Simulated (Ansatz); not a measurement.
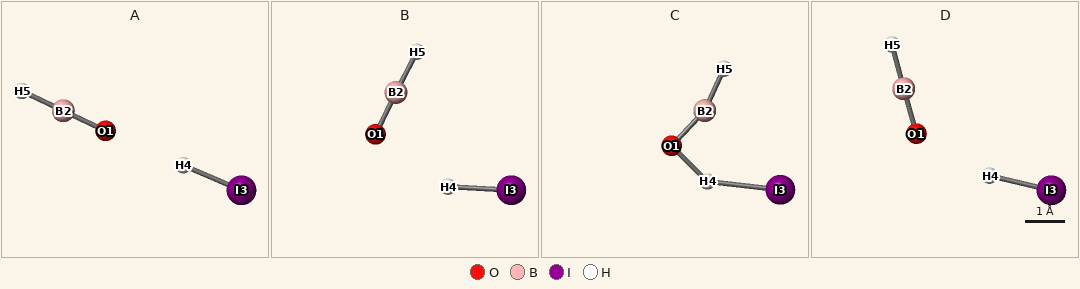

4 geometries from a converged minimum-energy path of BH$_{2}$OI, shuffled. A ball-and-stick model, seen face on.

Level of theory: UKS B3LYP/def2-SVP (Ansatz 0.2.0). Set-up: 7 movable images; climbing image; force threshold 0.05 eV/Å; iteration limit 60; starting path through a guess of the saddle point.

Q: Which frame is the top of the path?

A: C. In order along the path, whose images run from 0 to 8: C (image 2, +179.1 kJ/mol), B (image 4, +100.4 kJ/mol), D (image 6, +95.0 kJ/mol), A (image 8, +92.6 kJ/mol). Breaking: B2–I3 (2.17 → 2.82 at the top → 5.01 Å), O1–H4 (0.97 → 1.30 at the top → 2.18 Å). Forming: I3–H4 (3.05 → 1.89 at the top → 1.63 Å).

The run took 9.1 min on 1 thread of Arm Neoverse V1, on a shared host, peak memory 0.17 GiB.
